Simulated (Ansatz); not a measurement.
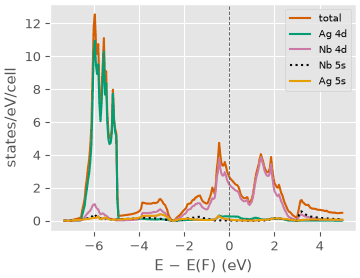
Figure: Total and projected density of states of NbAg (rock salt, space group No. 225), the program Ansatz at the r²SCAN level (PAW)

**Question.** Which orbitals carry the states next to the Fermi level?

**Answer.** Within 0.5 eV of the Fermi level: Nb 4d 82 %, Ag 4d 9 %. Projections are on Löwdin-orthogonalised atomic valence shells; empty p or d shells of many metals are not among them.

**Question.** Where is the tallest occupied peak in this window, and what makes it?

**Answer.** Near -5.9 eV, about 13 states/eV per cell; the largest projected share is Ag 4d.

Space group Fm-3m (rock salt). The start of the workflow was typed in or built on a structure type; neither database checked (COD, Materials Project) lists it. Whether it is the stable phase at ambient conditions was not checked. Symmetry was held in the r²SCAN relaxation. At this level the phase is mechanically unstable. No spin polarisation was allowed. Its formation energy is positive at this level, so the cell may be metastable or incomplete. Spin–orbit coupling is left out wherever it is not named.

Potentials: the later of the program's two PAW sets.
